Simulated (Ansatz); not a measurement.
System: α-phase B. Method: rVV10 (Ansatz, a program for electronic structure, PAW).

Run with plane-wave cutoff 520 eV, 8×8×8 k mesh, Fermi–Dirac smearing 0.01 eV, scalar-relativistic PAW data made under PBE.

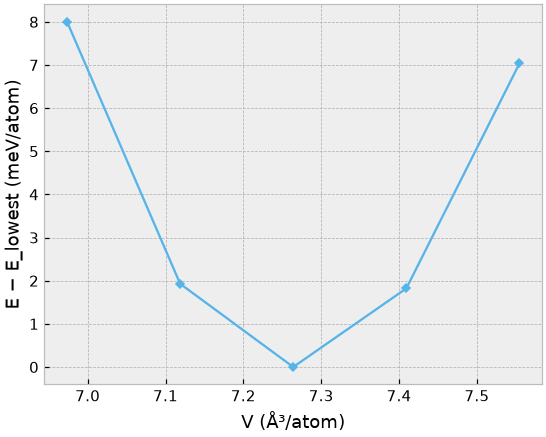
Total energy against volume

Q: From the curve, estimate the equilibrium volume and the bulk modulus.

A: V0 ≈ 7.3 Å³/atom and B0 ≈ 210 GPa; the fit gives V0 = 7.264 Å³/atom, B0 = 207 GPa, B′ = 4.0.

Shape and atoms are relaxed at each volume.

Measured, for comparison: bulk modulus 224 ± 7 GPa (room temperature, no zero-point or thermal correction; as tabulated in Cherednichenko and Solozhenko (2017), arXiv:1709.01104). Computed (rounded) less measured: bulk modulus -8 %.

Note: the bulk modulus comes from volumes at which shape and atoms were relaxed.

Computed values are for the static lattice.
